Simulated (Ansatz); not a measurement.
```json
{"atom": "B", "x (Å)": "-0.1050", "y (Å)": "0.1196", "z (Å)": "0.0644"}
{"atom": "N", "x (Å)": "-0.0269", "y (Å)": "-0.1005", "z (Å)": "1.4571"}
{"atom": "H", "x (Å)": "-0.8060", "y (Å)": "-0.3707", "z (Å)": "2.0371"}
{"atom": "H", "x (Å)": "0.8447", "y (Å)": "0.0102", "z (Å)": "1.9541"}
{"atom": "F", "x (Å)": "1.0257", "y (Å)": "0.4853", "z (Å)": "-0.5766"}
{"atom": "N", "x (Å)": "-1.2808", "y (Å)": "-0.0155", "z (Å)": "-0.7059"}
{"atom": "H", "x (Å)": "-2.1781", "y (Å)": "-0.2868", "z (Å)": "-0.3350"}
{"atom": "H", "x (Å)": "-1.2754", "y (Å)": "0.1585", "z (Å)": "-1.7001"}
```

Computed with RKS PBE0-D4/def2-SVP in Ansatz.

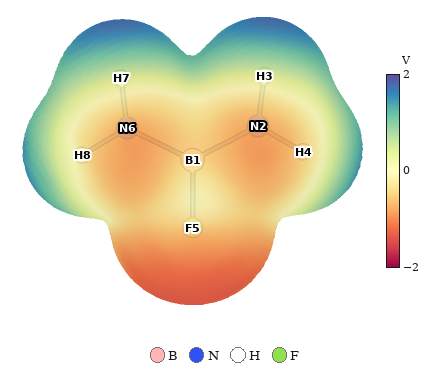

BFH$_{4}$N$_{2}$. The molecular electrostatic potential painted on the density surface at 0.002 e/bohr³, seen at a tilt; red is negative and blue positive.

Q: Describe the electrostatic potential map.

A: The most negative region (about −1.3 V, or −30 kcal/mol for a unit charge) lies over F5, the most positive (about +1.8 V, or +42 kcal/mol for a unit charge) over H3 and H7.
